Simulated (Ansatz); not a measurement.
# CHGeP (triplet): one geometry, many settings at a displaced geometry (v2)

Aim: run CHGeP (triplet) at one geometry under a spread of methods and options, and see what each costs and gives.

The runs use Ansatz 0.2.0, Gaussian basis; the settings change from run to run.

43 further runs of the same task are left out: 31 that didn't finish, 12 set aside as unsound or not needed.

### Step 1. What is computed

The geometry is a PBE0/def2-TZVP stationary point (not a proven minimum) with its atoms shifted at random (size 0.100 Å). No spin-orbit coupling is included. The filled d shell of Ge may be among the frozen orbitals whatever the setting's name suggests; the logs give the count.

4 atoms, charge 0, spin multiplicity 3.

Atoms are counted from 1 here; the program's logs count them from 0.

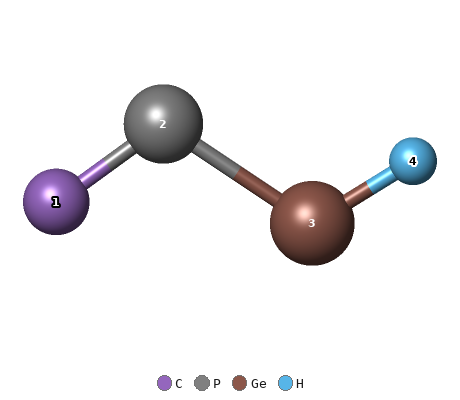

The structure; carbon purple, phosphorus grey, germanium brown, hydrogen blue; atoms are numbered from 1 in the order of the file.

### Step 2. MP2 on ROHF/cc-pVDZ

The input, in.yaml:

```yaml
crystal:
  periodic: [false, false, false]
  atoms:
    - {symbol: C, position_ang: [0.098795, -0.770772, 2.270265]}
    - {symbol: P, position_ang: [-0.066079, 0.540574, 1.260844]}
    - {symbol: Ge, position_ang: [0.010541, -0.117148, -0.887035]}
    - {symbol: H, position_ang: [0.093650, 1.015490, -1.871443]}
basis:
  gaussian: {orbitals: cc-pVDZ}
magnetization: {spin_polarized: false, initial_magnetization: 2}
correlation: {method: mp2, electrons: outside_noble_gas}
accuracy: high
```

Run with:

```sh
ansatz run in.yaml --threads 1 --pin off --events-out ev --progress --plain --max-ram 2393MiB
```

Standard output:

```text
Functional definition: HF
  name "HF"
  cite "Fock, Z. Phys. 61, 126 (1930) doi:10.1007/BF01340294"
  parent pbe
  exchange = exact_x
  correlation = 0
1349 factors; integrals over basis functions are off by at most 4.7e-9 eV
mean field evaluation 1: about -66783.1141 eV, gradient 1.6e1 eV
mean field evaluation 2: about -66783.1254 eV, gradient 1.6e1 eV
mean field evaluation 4: about -66785.1937 eV, gradient 3.8e0 eV
mean field evaluation 8: about -66785.7444 eV, gradient 1.9e-1 eV
mean field evaluation 16: about -66785.7460 eV, gradient 1.6e-8 eV
mean field evaluation 32: about -66785.0153 eV, gradient 5.4e-1 eV
mean field evaluation 64: about -66785.1008 eV, gradient 3.4e-1 eV
mean field -66785.74604028 eV, -2454.3308979756 hartree, gradient 1.6e-8 eV, S^2 2.000000; 6 other end points of the search recorded, 0 dependent functions left out
unrestricted determinant -66786.28922376 eV, -2454.3508596004 hartree, S^2 2.7160
20 core orbitals not correlated: weight in the atoms' cores, before any rotation towards them, 0.999 or more for the frozen orbitals, at most 0.000 for the correlated occupied ones
reference -66785.74604028 eV, -2454.3308979756 hartree; 8, 6 occupied and 36, 38 virtual orbitals, 1349 factors
second order -7.77951361 eV of doubles, -0.05102412 eV of singles
Total energy: -66793.57657800 eV, -2454.6186649293 hartree
```

Wall time 21 s (1 thread of Intel Xeon at 2.50GHz, shared host).

### Step 3. HF/cc-pVDZ

Changes to in.yaml since step 2:

```diff
@@ -8,5 +8,5 @@
 basis:
-  gaussian: {orbitals: cc-pVDZ}
+  gaussian: {orbitals: cc-pVDZ, point_charges: [{charge: -0.50, position_ang: [4.344, -0.780, 0.995]}]}
 magnetization: {spin_polarized: false, initial_magnetization: 2}
-correlation: {method: mp2, electrons: outside_noble_gas}
-accuracy: high
+hamiltonian: {xc: hf}
+output: {orbitals: {seedname: orbitals}}
```

Same command.

Standard output (excerpt; [...] marks lines left out):

```text
Functional definition: HF
  name "HF"
  cite "Fock, Z. Phys. 61, 126 (1930) doi:10.1007/BF01340294"
  parent pbe
[...]
698 factors; integrals over basis functions are off by at most 1.1e-3 eV
[...]
mean field -66785.73822914 eV, -2454.3306109216 hartree, gradient 2.4e-5 eV, S^2 2.000000; 4 other end points of the search recorded, 0 dependent functions left out
reference -66785.73822914 eV, -2454.3306109216 hartree; 28, 26 occupied and 36, 38 virtual orbitals, 698 factors
Total energy: -66785.73822914 eV, -2454.3306109216 hartree
```

Run time: 17 s. Hardware: 1 thread of Intel Xeon at 2.50GHz, shared host.

### Step 4. CCSD(T) on UHF/STO-3G

The input, in.yaml:

```yaml
crystal:
  periodic: [false, false, false]
  atoms:
    - {symbol: C, position_ang: [0.098795, -0.770772, 2.270265]}
    - {symbol: P, position_ang: [-0.066079, 0.540574, 1.260844]}
    - {symbol: Ge, position_ang: [0.010541, -0.117148, -0.887035]}
    - {symbol: H, position_ang: [0.093650, 1.015490, -1.871443]}
basis:
  gaussian: {orbitals: STO-3G}
magnetization: {spin_polarized: true, initial_magnetization: 2}
correlation: {method: ccsd_t, electrons: outside_noble_gas}
accuracy: high
```

Launched as before.

Standard output (excerpt; [...] marks lines left out):

```text
Functional definition: HF
  name "HF"
  cite "Fock, Z. Phys. 61, 126 (1930) doi:10.1007/BF01340294"
  parent pbe
[...]
512 factors; integrals over basis functions are off by at most 4.9e-9 eV
[...]
mean field -66026.90055787 eV, -2426.4438408610 hartree, gradient 9.8e-8 eV, S^2 3.322904; 23 other end points of the search recorded, 0 dependent functions left out
determinant -66026.90055787 eV, -2426.4438408610 hartree, with singles and doubles -66029.69076366 eV, -2426.5463790326 hartree
determinant -66026.79559810 eV, -2426.4399836606 hartree, with singles and doubles -66030.32926733 eV, -2426.5698436096 hartree
determinant -66026.76211443 eV, -2426.4387531586 hartree, with singles and doubles -66029.60594807 eV, -2426.5432621171 hartree
determinant -66026.75808992 eV, -2426.4386052606 hartree, with singles and doubles -66029.67906420 eV, -2426.5459490854 hartree
[...]
determinant -66026.60669704 eV, -2426.4330416746 hartree, with singles and doubles -66030.39335099 eV, -2426.5721986407 hartree
determinant -66026.57224307 eV, -2426.4317755148 hartree, with singles and doubles -66030.39083015 eV, -2426.5721060016 hartree
determinant -66025.14462881 eV, -2426.3793116584 hartree, with singles and doubles -66030.20035914 eV, -2426.5651063210 hartree
20 core orbitals not correlated, not the lowest: weight in the atoms' cores, before any rotation towards them, 0.865 or more for the frozen orbitals, at most 0.278 for the correlated occupied ones
reference -66026.79559810 eV, -2426.4399836606 hartree; 8, 6 occupied and 5, 7 virtual orbitals, 512 factors
second order -2.02551021 eV of doubles, -0.00000000 eV of singles
cycle   1  -3.59907530 eV  change    4.7e-7 eV  update   6.4e-6
[...]
cycle  32  -3.59905806 eV  change  -4.9e-10 eV  update  7.5e-10
perturbative correction -0.11763523 eV, -0.0043230151 hartree
Total energy: -66030.51229139 eV, -2426.5765696198 hartree
```

It took 36 s on 1 thread of Intel Xeon at 2.50GHz, shared host.

From the report: ⟨S²⟩ of the determinant 2.888 (pure triplet: 2.00); correlation -3.7167 eV; T1 0.091; largest double amplitude 0.22. The determinant is far from a pure spin state, so its energy mixes those of several spin states (harmless only where they are near-degenerate, as at dissociation).

### Step 5. MP2 on ROHF/cc-pVDZ

Changes to in.yaml since step 4:

```diff
@@ -8,5 +8,5 @@
 basis:
-  gaussian: {orbitals: STO-3G}
-magnetization: {spin_polarized: true, initial_magnetization: 2}
-correlation: {method: ccsd_t, electrons: outside_noble_gas}
-accuracy: high
+  gaussian: {orbitals: cc-pVDZ}
+magnetization: {spin_polarized: false, initial_magnetization: 2}
+correlation: {method: mp2, electrons: valence}
+scf: {lower_state_search: full}
```

Same command.

Standard output (excerpt; [...] marks lines left out):

```text
Functional definition: HF
  name "HF"
  cite "Fock, Z. Phys. 61, 126 (1930) doi:10.1007/BF01340294"
  parent pbe
[...]
698 factors; integrals over basis functions are off by at most 1.1e-3 eV
[...]
mean field -66785.74589804 eV, -2454.3308927484 hartree, gradient 2.4e-6 eV, S^2 2.000000; 12 other end points of the search recorded, 0 dependent functions left out
[...]
unrestricted determinant -66786.28907874 eV, -2454.3508542710 hartree, S^2 2.7160
15 core orbitals not correlated: weight in the atoms' cores, before any rotation towards them, 1.000 or more for the frozen orbitals, at most 0.000 for the correlated occupied ones
reference -66785.74589804 eV, -2454.3308927484 hartree; 13, 11 occupied and 36, 38 virtual orbitals, 698 factors
second order -8.28183616 eV of doubles, -0.05979858 eV of singles
Total energy: -66794.08753277 eV, -2454.6374421708 hartree
```

Wall time 25 s (1 thread of Intel Xeon at 2.50GHz, shared host).

### Step 6. HF/6-31G

Changes to in.yaml since step 5:

```diff
@@ -8,5 +8,5 @@
 basis:
-  gaussian: {orbitals: cc-pVDZ}
+  gaussian: {orbitals: 6-31G, fitting: {mean_field: def2-universal-jkfit}}
 magnetization: {spin_polarized: false, initial_magnetization: 2}
-correlation: {method: mp2, electrons: valence}
-scf: {lower_state_search: full}
+hamiltonian: {xc: hf, pseudopotentials: {relativity: none}}
+output: {forces: true, orbitals: {seedname: orbitals}}
```

Launched as before.

Standard output (excerpt; [...] marks lines left out):

```text
Functional definition: HF
  name "HF"
  cite "Fock, Z. Phys. 61, 126 (1930) doi:10.1007/BF01340294"
  parent pbe
[...]
487 factors; integrals over basis functions are off by at most 7.3e-2 eV
[...]
mean field -66775.13413782 eV, -2453.9409177533 hartree, gradient 2.5e-5 eV, S^2 2.000000; 5 other end points of the search recorded, 0 dependent functions left out
[...]
reference -66775.13413782 eV, -2453.9409177533 hartree; 28, 26 occupied and 25, 27 virtual orbitals, 487 factors
Total energy: -66775.13413782 eV, -2453.9409177533 hartree
Atom 0 at     0.098795    -0.770772     2.270265 Å, force     0.036093    -0.344238     0.175015 eV/Å
Atom 1 at    -0.066079     0.540574     1.260844 Å, force    -0.094632     0.865835     1.284307 eV/Å
Atom 2 at     0.010541    -0.117148    -0.887035 Å, force     0.036948    -0.946836    -1.127275 eV/Å
Atom 3 at     0.093650     1.015490    -1.871443 Å, force     0.021590     0.425240    -0.332048 eV/Å
Dipole moment:    -0.004861     0.014834    -0.657597 e Å
```

It took 15 s on 1 thread of Intel Xeon at 2.50GHz, shared host.

### Step 7. CCSD(T) on ROHF/cc-pVDZ

Changes to in.yaml since step 6:

```diff
@@ -8,5 +8,4 @@
 basis:
-  gaussian: {orbitals: 6-31G, fitting: {mean_field: def2-universal-jkfit}}
+  gaussian: {orbitals: cc-pVDZ}
 magnetization: {spin_polarized: false, initial_magnetization: 2}
-hamiltonian: {xc: hf, pseudopotentials: {relativity: none}}
-output: {forces: true, orbitals: {seedname: orbitals}}
+correlation: {method: ccsd_t, electrons: outside_noble_gas, diis_vectors: 2}
```

The command is unchanged.

Standard output (excerpt; [...] marks lines left out):

```text
Functional definition: HF
  name "HF"
  cite "Fock, Z. Phys. 61, 126 (1930) doi:10.1007/BF01340294"
  parent pbe
[...]
698 factors; integrals over basis functions are off by at most 1.1e-3 eV
[...]
mean field -66785.74589804 eV, -2454.3308927484 hartree, gradient 2.4e-6 eV, S^2 2.000000; 9 other end points of the search recorded, 0 dependent functions left out
[...]
determinant -66785.74589804 eV, -2454.3308927484 hartree, with singles and doubles -66794.60830925 eV, -2454.6565803535 hartree
determinant -66785.01441656 eV, -2454.3040113000 hartree, with singles and doubles -66793.73513869 eV, -2454.6244919272 hartree
determinant -66784.75402149 eV, -2454.2944419577 hartree, with singles and doubles -66793.72937265 eV, -2454.6242800291 hartree
determinant -66784.15878953 eV, -2454.2725675865 hartree, with singles and doubles -66792.70839436 eV, -2454.5867597689 hartree
unrestricted determinant -66786.28907874 eV, -2454.3508542711 hartree, S^2 2.7160
20 core orbitals not correlated: weight in the atoms' cores, before any rotation towards them, 0.999 or more for the frozen orbitals, at most 0.000 for the correlated occupied ones
reference -66785.74589804 eV, -2454.3308927484 hartree; 8, 6 occupied and 36, 38 virtual orbitals, 698 factors
second order -7.77948004 eV of doubles, -0.05102388 eV of singles
cycle   1  -8.86220877 eV  change    2.0e-4 eV  update   6.2e-3
[...]
cycle  26  -8.87232659 eV  change   -9.8e-6 eV  update   1.6e-5
perturbative correction -0.51421070 eV, -0.0188968947 hartree
Total energy: -66795.13243533 eV, -2454.6758416315 hartree
```

It took 79 s on 1 thread of Intel Xeon at 2.50GHz, shared host.

From the report: correlation -9.3865 eV; T1 0.048; largest double amplitude 0.09.

### Step 8. All runs side by side

```
                             level         correlated  functions  energy (eV)  time
               MP2 on ROHF/cc-pVDZ  outside noble gas         64  -66793.5766  21 s
HF/cc-pVDZ (beside a point charge)                            64  -66785.7382  17 s
             CCSD(T) on UHF/STO-3G  outside noble gas         33  -66030.5123  36 s
               MP2 on ROHF/cc-pVDZ            valence         64  -66794.0875  25 s
                          HF/6-31G                            53  -66775.1341  15 s
           CCSD(T) on ROHF/cc-pVDZ  outside noble gas         64  -66795.1324  79 s
```

### Step 9. Outcome

```
quantity                          value
    runs                              6
quickest                 HF/6-31G, 15 s
 slowest  CCSD(T) on ROHF/cc-pVDZ, 79 s
```

Total energies in different bases, with other cores or another treatment of relativity can't be set against each other. CCSD(T) on ROHF/cc-pVDZ took 5 times as long as HF/6-31G; the jobs differ in more than the method.
